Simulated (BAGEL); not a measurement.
**[B2H5O2]− (SMILES [BH3-]B(O)O) at HF/6-311+G(d,p) (density fitting with qzvpp-jkfit)**

What is the vertical singlet–triplet gap of [B2H5O2]− at HF/6-311+G** (density fitting with qzvpp-jkfit)? 

The results are computed with BAGEL 1.2.2.

2 further runs of the same task are left out: 2 set aside as unsound or not needed. Runs told in other sessions of the task aren't counted.

### Step 1. The structure to begin with

[B2H5O2]− has 9 atoms, charge -1, and is taken as a singlet. SMILES: `[BH3-]B(O)O`. The coordinates come from a GFN2-xTB relaxation. This is one conformer, not always the lowest.

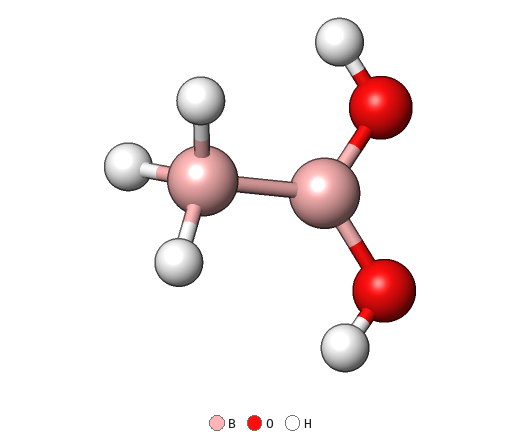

Viewed from a chosen angle; boron pink, oxygen red, hydrogen white.

### Step 2. The energy at HF/6-311+G(d,p) (density fitting with qzvpp-jkfit)

Input file input.json:

```json
{ "bagel" : [

{
  "title" : "molecule",
  "basis" : "6-311+gss.json",
  "df_basis" : "qzvpp-jkfit",
  "angstrom" : true,
  "geometry" : [
    { "atom" : "B", "xyz" : [       0.254680,       0.940610,      -0.319590 ] },
    { "atom" : "B", "xyz" : [      -0.171720,      -0.610840,       0.220640 ] },
    { "atom" : "O", "xyz" : [       0.717840,      -1.692820,       0.355770 ] },
    { "atom" : "O", "xyz" : [      -1.467670,      -1.025080,       0.580350 ] },
    { "atom" : "H", "xyz" : [       0.503080,       0.926310,      -1.531980 ] },
    { "atom" : "H", "xyz" : [      -0.645350,       1.775930,      -0.140800 ] },
    { "atom" : "H", "xyz" : [       1.274260,       1.363820,       0.241170 ] },
    { "atom" : "H", "xyz" : [       1.593070,      -1.398680,       0.109540 ] },
    { "atom" : "H", "xyz" : [      -2.058200,      -0.279260,       0.484900 ] }
  ]
},

{ "title" : "hf", "charge" : -1 },

{ "title" : "print", "file" : "orbitals.molden", "orbitals" : true }

]}
```

The basis set 6-311+G** is read from a file made from the Basis Set Exchange's data (not shown).

The run is started by

```console
BAGEL_NUM_THREADS=1 BAGEL input.json > input.out
```

Output:

```text
* using 1 threads per process

  ===============================================================
  ===============================================================

  *** Geometry ***

  { "atom" : "B", "xyz" : [      0.481275,      1.777495,     -0.603938 ] },
  { "atom" : "B", "xyz" : [     -0.324504,     -1.154320,      0.416949 ] },
  { "atom" : "O", "xyz" : [      1.356521,     -3.198966,      0.672308 ] },
  { "atom" : "O", "xyz" : [     -2.773494,     -1.937120,      1.096703 ] },
  { "atom" : "H", "xyz" : [      0.950683,      1.750472,     -2.895023 ] },
  { "atom" : "H", "xyz" : [     -1.219535,      3.356021,     -0.266073 ] },
  { "atom" : "H", "xyz" : [      2.408002,      2.577246,      0.455745 ] },
  { "atom" : "H", "xyz" : [      3.010466,     -2.643122,      0.207001 ] },
  { "atom" : "H", "xyz" : [     -3.889434,     -0.527725,      0.916328 ] },

  Number of auxiliary basis functions:      394

  Since a DF basis is specified, we compute 2- and 3-index integrals:
    o Being stored without compression. Storage requirement is 0.044 GB

  Number of basis functions:      118
  Number of electrons      :       31

    * METHOD: MOLECULE                             0.18

  *** RHF ***

  === Nuclear Repulsion ===
   103.3700351057

      * DIIS with orbital gradients will be used.

  === RHF iteration (6-311+gss.json) ===
      0       -201.75051624          0.03158772           0.06
      1       -201.98085055          0.02301095           0.06
      2       -202.15418886          0.00193868           0.05
      3       -202.15686422          0.00051757           0.06
      4       -202.15706457          0.00012341           0.06
      5       -202.15708160          0.00002775           0.06
      6       -202.15708255          0.00000954           0.06
      7       -202.15708261          0.00000337           0.06
      8       -202.15708262          0.00000105           0.06
      9       -202.15708262          0.00000035           0.06
     10       -202.15708262          0.00000013           0.06
     11       -202.15708262          0.00000005           0.06
     12       -202.15708262          0.00000001           0.06
     13       -202.15708262          0.00000001           0.06
    * SCF iteration converged.

    * Permanent dipole moment:
           (    0.361191,     1.366185,    -0.478047) a.u.

    * METHOD: HF                                   0.95

    * METHOD: PRINT                                0.02

  ===============================================================
```

Wall time 1.4 s (1 thread of Arm Neoverse V2, shared host); peak memory 0.13 GiB.

### Step 3. The triplet

Input file calc.json:

```json
{ "bagel" : [

{
  "title" : "molecule",
  "basis" : "6-311+gss.json",
  "df_basis" : "qzvpp-jkfit",
  "angstrom" : true,
  "geometry" : [
    { "atom" : "B", "xyz" : [    0.254680,    0.940610,   -0.319590 ] },
    { "atom" : "B", "xyz" : [   -0.171720,   -0.610840,    0.220640 ] },
    { "atom" : "O", "xyz" : [    0.717840,   -1.692820,    0.355770 ] },
    { "atom" : "O", "xyz" : [   -1.467670,   -1.025080,    0.580350 ] },
    { "atom" : "H", "xyz" : [    0.503080,    0.926310,   -1.531980 ] },
    { "atom" : "H", "xyz" : [   -0.645350,    1.775930,   -0.140800 ] },
    { "atom" : "H", "xyz" : [    1.274260,    1.363820,    0.241170 ] },
    { "atom" : "H", "xyz" : [    1.593070,   -1.398680,    0.109540 ] },
    { "atom" : "H", "xyz" : [   -2.058200,   -0.279260,    0.484900 ] }
  ]
},
{ "title" : "uhf", "charge" : -1, "nopen" : 2 },
{ "title" : "print", "file" : "orbitals.molden", "orbitals" : true }

]}
```

The basis set 6-311+G** is read from a file made from the Basis Set Exchange's data (not shown).

The run is started by

```console
BAGEL_NUM_THREADS=1 BAGEL calc.json > calc.out
```

Output:

```text
* using 1 threads per process

  ===============================================================
  ===============================================================

  *** Geometry ***

  { "atom" : "B", "xyz" : [      0.481275,      1.777495,     -0.603938 ] },
  { "atom" : "B", "xyz" : [     -0.324504,     -1.154320,      0.416949 ] },
  { "atom" : "O", "xyz" : [      1.356521,     -3.198966,      0.672308 ] },
  { "atom" : "O", "xyz" : [     -2.773494,     -1.937120,      1.096703 ] },
  { "atom" : "H", "xyz" : [      0.950683,      1.750472,     -2.895023 ] },
  { "atom" : "H", "xyz" : [     -1.219535,      3.356021,     -0.266073 ] },
  { "atom" : "H", "xyz" : [      2.408002,      2.577246,      0.455745 ] },
  { "atom" : "H", "xyz" : [      3.010466,     -2.643122,      0.207001 ] },
  { "atom" : "H", "xyz" : [     -3.889434,     -0.527725,      0.916328 ] },

  Number of auxiliary basis functions:      394

  Since a DF basis is specified, we compute 2- and 3-index integrals:
    o Being stored without compression. Storage requirement is 0.044 GB

  Number of basis functions:      118
  Number of electrons      :       31

    * METHOD: MOLECULE                             0.18

  *** Open-shell HF ***

  === Nuclear Repulsion ===
   103.3700351057

      * DIIS with orbital gradients will be used.

  === UHF iteration (6-311+gss.json) ===
      0       -201.51702061          0.06093515           0.12
      1       -201.71526243          0.05434100           0.13
      2       -201.83690441          0.04042674           0.12
      3       -201.97672620          0.00212506           0.13
      4       -201.97975288          0.00085247           0.12
      5       -201.98055959          0.00033320           0.13
      6       -201.98073465          0.00016114           0.12
      7       -201.98079029          0.00009948           0.13
      8       -201.98081237          0.00007752           0.12
      9       -201.98083201          0.00005560           0.13
     10       -201.98084486          0.00003098           0.13
     11       -201.98084892          0.00002139           0.13
     12       -201.98085079          0.00001853           0.13
     13       -201.98085256          0.00001660           0.12
     14       -201.98085423          0.00001539           0.13
     15       -201.98085583          0.00001423           0.12
     16       -201.98085866          0.00001263           0.13
     17       -201.98086195          0.00000991           0.12
     18       -201.98086310          0.00000851           0.12
     19       -201.98086405          0.00000713           0.13
     20       -201.98086481          0.00000484           0.13
     21       -201.98086513          0.00000334           0.12
     22       -201.98086523          0.00000254           0.12
     23       -201.98086532          0.00000186           0.13
     24       -201.98086536          0.00000143           0.12
     25       -201.98086537          0.00000118           0.13
     26       -201.98086538          0.00000103           0.12
     27       -201.98086538          0.00000093           0.12
     28       -201.98086539          0.00000081           0.12
     29       -201.98086540          0.00000065           0.12
     30       -201.98086541          0.00000057           0.12
     31       -201.98086541          0.00000048           0.12
     32       -201.98086542          0.00000032           0.12
     33       -201.98086542          0.00000025           0.12
     34       -201.98086542          0.00000019           0.12
     35       -201.98086542          0.00000015           0.12
     36       -201.98086542          0.00000013           0.12
     37       -201.98086542          0.00000012           0.12
     38       -201.98086542          0.00000010           0.12
     39       -201.98086542          0.00000009           0.12
     40       -201.98086542          0.00000008           0.12
     41       -201.98086542          0.00000007           0.12
     42       -201.98086542          0.00000005           0.12
     43       -201.98086542          0.00000004           0.12
     44       -201.98086542          0.00000003           0.12
     45       -201.98086542          0.00000002           0.12
     46       -201.98086542          0.00000002           0.12
     47       -201.98086542          0.00000001           0.12
     48       -201.98086542          0.00000001           0.12
    * SCF iteration converged.

    * S^2 (UHF) is 2.0079

    * Permanent dipole moment:
           (    1.012565,    -0.163447,    -0.139998) a.u.

    * METHOD: UHF                                  6.16

    * METHOD: PRINT                                0.02

  ===============================================================
```

Wall time 6.6 s (1 thread of Arm Neoverse V2, shared host); peak memory 0.13 GiB.

### Step 4. Results

Level: HF/6-311+G** (density fitting with qzvpp-jkfit).

```
                                                      quantity          value
                                         singlet: total energy  -202.15708 Eh
                                          singlet: HOMO energy       -5.02 eV
                                          singlet: LUMO energy        5.14 eV
singlet: HOMO–LUMO gap (to an unbound level, set by the basis)       10.15 eV
                                         triplet: total energy  -201.98087 Eh
                                                 triplet: ⟨S²⟩          2.008
              vertical energy of the triplet above the singlet       4.795 eV
```

**Reading.** At this shape the triplet lies 4.80 eV (463 kJ/mol) above the singlet. For an anion a state so high probably lies above electron detachment.
